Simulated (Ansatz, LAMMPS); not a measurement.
# Amorphous polyacrylonitrile (as short chains C14N4H18) at 360 K (108 atoms): a single point, part 2 of 2

Aim: energy, forces, charges and density of states of amorphous polyacrylonitrile (as short chains C14N4H18) at 360 K (108 atoms) at a fixed geometry.

Ansatz 0.2.0; Kohn-Sham DFT, PBE+D3(BJ), PAW (set soft_2), plane waves.

The cell: 42 C, 12 N and 54 H. The network of contacts between molecules at the start is that of the classical potential that made the cell. The density was typed from a rule of thumb and may lie off the real one at this temperature. Only the Γ point is sampled, in a cell whose shortest periodic width is 10 Å.

So far. Step 3 (Plane-wave single point): Neighbours are counted within 1.34 Å (H-C), 1.85 Å (C-C), 1.62 Å (C-N).

**3. Plane-wave single point (continued)**

States in the cell by windows of 1 eV, zero at the Fermi level; the larger projections on atomic orbitals stand beside the total:

| from (eV) | to (eV) | total | C p | N p | H s | C s |
| --- | --- | --- | --- | --- | --- | --- |
| -14 | -13 | 11.1 | 3.0 | 0.1 | 1.5 | 5.9 |
| -13 | -12 | 6.0 | 1.9 | 0.0 | 0.8 | 3.1 |
| -12 | -11 | 4.7 | 1.2 | 0.0 | 0.9 | 2.4 |
| -11 | -10 | 7.3 | 2.1 | 0.0 | 1.7 | 3.4 |
| -10 | -9 | 6.1 | 2.4 | 0.0 | 1.1 | 2.3 |
| -9 | -8 | 15.7 | 6.8 | 0.0 | 3.2 | 5.3 |
| -8 | -7 | 2.2 | 0.8 | 0.0 | 0.7 | 0.7 |
| -7 | -6 | 12.0 | 8.3 | 0.1 | 2.0 | 1.1 |
| -6 | -5 | 17.1 | 12.4 | 0.2 | 2.8 | 1.2 |
| -5 | -4 | 13.8 | 10.0 | 0.4 | 2.4 | 0.6 |
| -4 | -3 | 26.9 | 18.3 | 1.6 | 5.2 | 1.0 |
| -3 | -2 | 35.7 | 18.5 | 6.6 | 7.4 | 1.0 |
| -2 | -1 | 53.9 | 22.4 | 20.0 | 6.5 | 0.5 |
| -1 | 0 | 37.5 | 18.6 | 12.4 | 5.4 | 0.3 |
| 0 | 1 | 1.0 | 0.5 | 0.3 | 0.2 | 0.0 |
| 1 | 5 | 0.0 | 0.0 | 0.0 | 0.0 | 0.0 |

The curve was stored every 0.10 eV, coarse against its broadening of 0.08 eV, so these counts are rough.

With fixed occupations the program's Fermi level is the highest filled level; weight inside the gap is the broadening of levels at its edges.

Between -16 and -14 eV lie 31 more states.

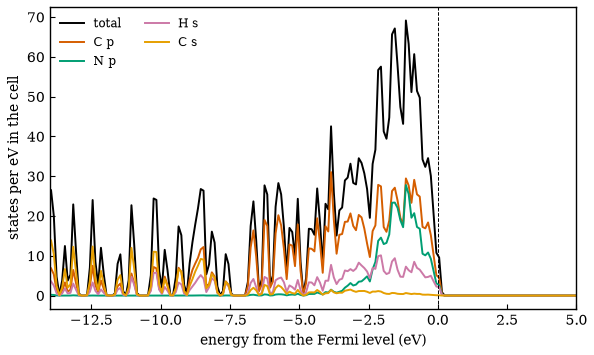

Total and projected density of states, with the broadening of the input.

The levels nearest the highest filled one (over half full), pooled over k-points and spins:

| level less the highest filled one (eV) | occupation |
| --- | --- |
| -0.406 | 2 |
| -0.360 | 2 |
| -0.308 | 2 |
| -0.211 | 2 |
| -0.188 | 2 |
| 0 | 2 |
| 5.70 | 0 |
| 5.85 | 0 |
| 5.86 | 0 |
| 5.97 | 0 |
| 6.02 | 0 |
| 6.13 | 0 |

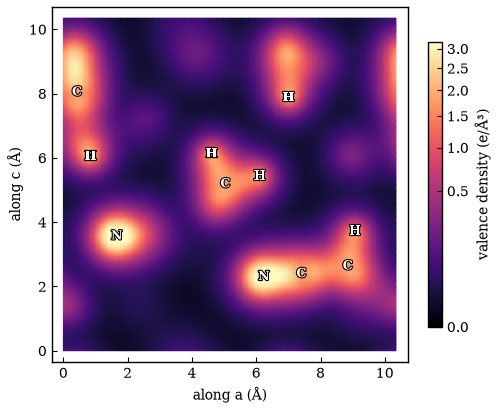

Valence density in the ac plane at fractional y = 0.399, with atoms of H and C and N within 0.2 Å of it. It is the smooth field of the valence electrons, not physical close to the nuclei. The map starts off the cell's origin, so that atoms lie inside it. The colour scale is stretched toward low values.

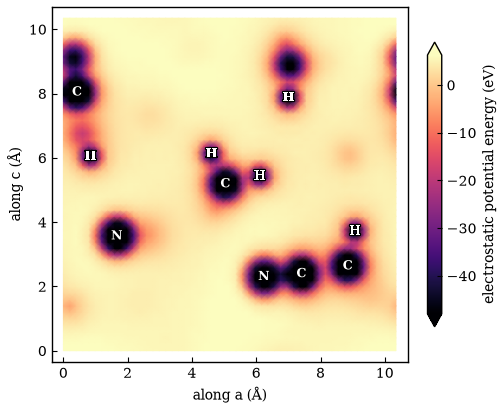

Electrostatic potential energy in the ac plane at fractional y = 0.399, with atoms of H and C and N within 0.2 Å of it. With pseudopotentials it is smooth inside the atoms' cores, unlike the true potential. The map starts off the cell's origin, so that atoms lie inside it.

Mean Löwdin charges: C -0.11, H +0.20, N -0.21 e (they miss 1.2 % of the electrons, so they add up to more than the cell's charge).

**4. Distances and neighbours**

Bonds and neighbours are counted at the geometry of the runs.

Density 1.09 g/cm³, 10.25 Å³ an atom.

Pair distribution functions g(r), in bins of 0.2 Å:

| r (Å) | total | H-H | H-C | H-N | C-C | C-N | N-N |
| --- | --- | --- | --- | --- | --- | --- | --- |
| 1.00 | 2.02 | 0.00 | 5.20 | 0.00 | 0.00 | 0.00 | 0.00 |
| 1.20 | 2.02 | 0.00 | 3.48 | 0.00 | 0.00 | 7.74 | 0.00 |
| 1.40 | 0.56 | 0.00 | 0.00 | 0.00 | 3.73 | 0.00 | 0.00 |
| 1.60 | 0.84 | 0.44 | 0.00 | 0.00 | 4.82 | 0.00 | 0.00 |
| 1.80 | 0.62 | 2.48 | 0.00 | 0.00 | 0.00 | 0.00 | 0.00 |
| 2.00 | 0.65 | 0.45 | 1.40 | 0.00 | 0.00 | 0.00 | 0.00 |
| 2.20 | 1.44 | 1.16 | 2.92 | 0.14 | 0.00 | 0.00 | 0.00 |
| 2.40 | 0.93 | 1.79 | 0.36 | 0.57 | 1.84 | 0.00 | 0.00 |
| 2.60 | 1.43 | 1.34 | 1.20 | 1.90 | 1.89 | 1.52 | 0.00 |
| 2.80 | 0.81 | 0.84 | 1.17 | 1.19 | 0.07 | 0.00 | 0.00 |
| 3.00 | 1.00 | 1.34 | 1.05 | 1.29 | 0.55 | 0.18 | 0.71 |
| 3.20 | 0.90 | 0.81 | 0.68 | 2.01 | 0.69 | 1.26 | 0.00 |
| 3.40 | 1.02 | 0.79 | 1.05 | 1.00 | 0.44 | 2.54 | 1.03 |
| 3.60 | 0.93 | 0.85 | 0.83 | 1.37 | 0.42 | 1.90 | 0.96 |
| 3.80 | 0.94 | 0.81 | 0.82 | 1.08 | 1.09 | 1.27 | 2.12 |
| 4.00 | 0.88 | 0.66 | 0.93 | 0.98 | 0.82 | 1.31 | 0.37 |
| 4.20 | 0.98 | 0.93 | 1.00 | 1.12 | 0.68 | 1.25 | 2.42 |
| 4.40 | 0.98 | 0.83 | 0.91 | 1.25 | 1.03 | 1.31 | 0.93 |
| 4.60 | 1.02 | 1.14 | 0.89 | 0.83 | 1.27 | 1.16 | 0.57 |
| 4.80 | 0.89 | 0.93 | 0.87 | 0.89 | 0.91 | 0.87 | 0.53 |
| 5.00 | 0.99 | 1.11 | 0.96 | 1.05 | 0.88 | 0.90 | 0.97 |

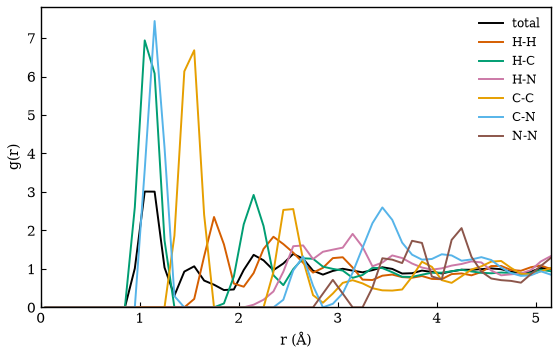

Pair distribution functions, lightly smoothed.

Bonds by pair of elements; cutoffs follow the first minimum of g(r), held within bounds set by covalent radii, and pairs that aren't listed don't count as bonded:

| pair A-B | cutoff (Å) | bonds | mean length (Å) | spread (Å) | shortest (Å) | B about A | A about B |
| --- | --- | --- | --- | --- | --- | --- | --- |
| H-C | 1.34 | 54 | 1.10 | 0.027 | 1.05 | 1 | 1.29 |
| C-C | 1.85 | 39 | 1.51 | 0.043 | 1.42 | 1.86 | 1.86 |
| C-N | 1.62 | 12 | 1.16 | 0.022 | 1.12 | 0.286 | 1 |

How many atoms have how many bonded neighbours:

| element | mean | 1 | 2 | 4 |
| --- | --- | --- | --- | --- |
| C | 3.43 | 0 | 12 | 30 |
| H | 1 | 54 | 0 | 0 |
| N | 1 | 12 | 0 | 0 |

Bond angles (no mean is given where the spread exceeds 20°):

| angle | count | mean (°) | spread (°) |
| --- | --- | --- | --- |
| C-C-H | 102 | 109 | 5.3 |
| C-C-C | 48 | 112 | 4.1 |
| H-C-H | 30 | 107 | 4.8 |
| C-C-N | 12 | 172 | 4.1 |

Bond length by coordination (bonds to H left out):

| element | coordination | atoms | mean bond length (Å) |
| --- | --- | --- | --- |
| C | 2 | 12 | 1.32 |
| C | 4 | 30 | 1.52 |

With the cutoffs above, 71 % of C atoms have 4, all H atoms have 1 and all N atoms have 1 bonded neighbour. The C-C-H angle averages 109° with a spread of 5°.

The surroundings of C4, which bears the longest force, nearest first, numbered as they follow in the input and with coordinates relative to it.

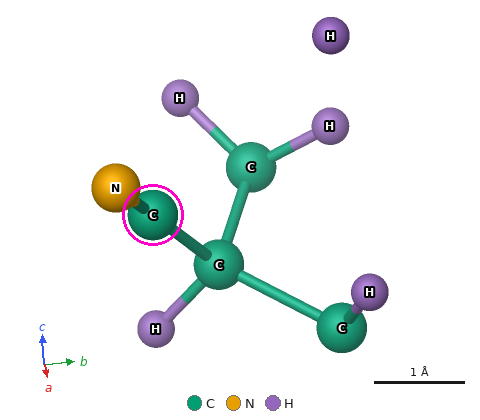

The atoms of the table, within 2.9 Å (arrows a, b, c point along x, y, z); some may hide others; the central atom is ringed.

| atom | x | y | z | distance (Å) | bonds | Löwdin charge (e) | Fx | Fy | Fz (eV/Å) |
| --- | --- | --- | --- | --- | --- | --- | --- | --- | --- |
| C4 | 0.00 | 0.00 | 0.00 | 0.00 | 2 | 0.21 | -3.11 | 2.71 | -3.69 |
| N5 | 0.80 | -0.44 | 0.66 | 1.13 | 1 | -0.20 | 2.95 | -2.04 | 2.90 |
| C3 | -0.84 | 0.76 | -0.97 | 1.49 | 4 | -0.13 | 0.70 | -0.72 | -0.33 |
| H24 | -1.11 | 0.03 | -1.78 | 2.10 | 1 | 0.20 | 0.29 | 0.36 | 0.23 |
| C6 | -2.09 | 1.26 | -0.32 | 2.46 | 4 | -0.21 | -0.91 | 0.34 | 1.05 |
| C2 | -0.09 | 2.04 | -1.55 | 2.56 | 4 | -0.25 | -0.73 | -0.71 | -1.03 |
| H22 | 0.68 | 2.32 | -0.87 | 2.57 | 1 | 0.20 | 0.53 | 0.35 | 0.66 |
| H26 | -1.71 | 2.14 | 0.24 | 2.75 | 1 | 0.18 | -0.99 | -0.57 | 0.17 |
| H25 | -2.69 | 0.55 | 0.34 | 2.77 | 1 | 0.18 | 1.54 | 0.73 | -0.23 |
| H100 | 0.29 | 2.08 | 2.07 | 2.95 | 1 | 0.18 | 0.55 | 0.90 | 1.40 |

The column of bonds counts only the pairs H-C within 1.34 Å, C-C within 1.85 Å, C-N within 1.62 Å; other neighbours, such as metal atoms beside each other in a compound, aren't counted, and periodic images can show an atom twice.

**5. Outcome**

| Property | Result |
| --- | --- |
| free energy per atom | -148.2079 eV/atom |
| pressure | 1.115 GPa |
| r.m.s. force component | 0.9717 eV/Å |
| gap (highest filled to lowest empty level) | 5.701 eV |
| wall time of the 1 DFT run | 6.4 s |

**Reading.** Between filled and empty levels lie 5.70 eV (at Γ alone); a semilocal functional tends to put such gaps too low. In a disordered cell it changes from sample to sample, and tail or defect levels can set it. With the cutoffs above, 71 % of C atoms have 4, all H atoms have 1 and all N atoms have 1 bonded neighbour.

**Limits.** The force components of 0.97 eV/Å r.m.s. reflect the temperature of the frame as well as the gap between the generating potential and DFT, above all in bond lengths inside molecules. The pressure of a single frame lacks the kinetic term.

[Hosts, paths, dates, database ids (printed as entryN), source tags and the programs' standing remarks are cut or masked in the printed files.]
